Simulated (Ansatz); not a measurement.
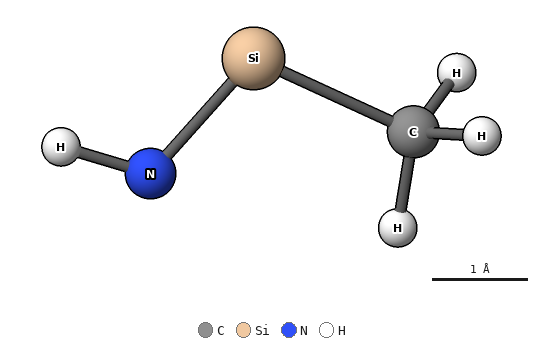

**Figure 1.** The input geometry (ball-and-stick view, seen at a tilt). Bond lengths as drawn: C–H 1.10 Å, C–Si 1.95 Å, H–N 1.02 Å and N–Si 1.66 Å.

## Single-point calculation, with input and output: CH₄NSi (charge −1)

- system: CH₄NSi, charge −1
- method: RKS B3LYP-D4/def2-TZVPPD (Ansatz 0.2.0)

The geometry comes from this level: PBE0-D4/def2-TZVPD.

### Output
```
Functional definition: B3LYP
  name "B3LYP"
  cite "Stephens, Devlin, Chabalowski & Frisch, J. Phys. Chem. 98, 11623 (1994) doi:10.1021/j100096a001"
  cite "Becke, Phys. Rev. A 38, 3098 (1988) doi:10.1103/PhysRevA.38.3098"
  cite "Lee, Yang & Parr, Phys. Rev. B 37, 785 (1988) doi:10.1103/PhysRevB.37.785"
  cite "Vosko, Wilk & Nusair, Can. J. Phys. 58, 1200 (1980) doi:10.1139/p80-159"
  parameter a0 = 0.2
  parameter ax = 0.72
  parameter ac = 0.81
  exchange = (1 - a0 - ax)*slater_x + ax*b88_x + a0*exact_x
  correlation = (1 - ac)*vwn_rpa_c + ac*lyp_c
904 factors; their error is unknown
mean field evaluation 1: about -10465.1025 eV, gradient 5.5e1 eV
mean field evaluation 2: about -10417.6692 eV, gradient 1.3e2 eV
mean field evaluation 4: about -10471.6604 eV, gradient 1.0e1 eV
mean field evaluation 8: about -10471.8975 eV, gradient 2.1e-1 eV
mean field evaluation 16: about -10471.9028 eV, gradient 5.2e-5 eV
mean field -10471.90277523 eV, -384.8353288789 hartree, gradient 5.2e-5 eV, S^2 0.000000; 0 other end points of the search recorded, 0 dependent functions left out
reference -10471.90302660 eV, -384.8353381166 hartree; 16, 16 occupied and 174, 174 virtual orbitals, 904 factors
Total energy: -10472.13835749 eV, -384.8439863675 hartree
```

This output came from the following input.

### Input
```yaml
crystal:
  periodic: [false, false, false]
  atoms:
    - {symbol: C, position_ang: [-1.178297, 0.311783, -0.408614]}
    - {symbol: Si, position_ang: [0.421510, 0.196758, 0.692608]}
    - {symbol: N, position_ang: [1.152623, -1.176017, 0.111132]}
    - {symbol: H, position_ang: [-1.207094, -0.519429, -1.123534]}
    - {symbol: H, position_ang: [-1.204450, 1.263926, -0.955700]}
    - {symbol: H, position_ang: [-2.080629, 0.284683, 0.217268]}
    - {symbol: H, position_ang: [2.021395, -1.355907, 0.613585]}
basis:
  gaussian: {orbitals: "def2-TZVPPD.json"}
total_charge: -1
hamiltonian: {xc: {name: B3LYP}, dispersion: d4}
```

Launch command:
```bash
ansatz run in.yaml --threads 2 --pin off --events-out ev --progress --plain --max-ram 4352MiB
```

### Summary

| quantity | value |
| --- | --- |
| outcome | converged |
| total energy | −10472.1384 eV |
| mean-field energy | −10471.9030 eV |
| dispersion energy | −0.2353 eV |
| SCF solution under orbital rotations | stable |
| hardware | 2 threads of Intel Xeon, 11 GiB of memory available, shared host |
| wall time | 1.8 s (CPU time 3.3 s) |
| peak memory | 0.37 GiB |
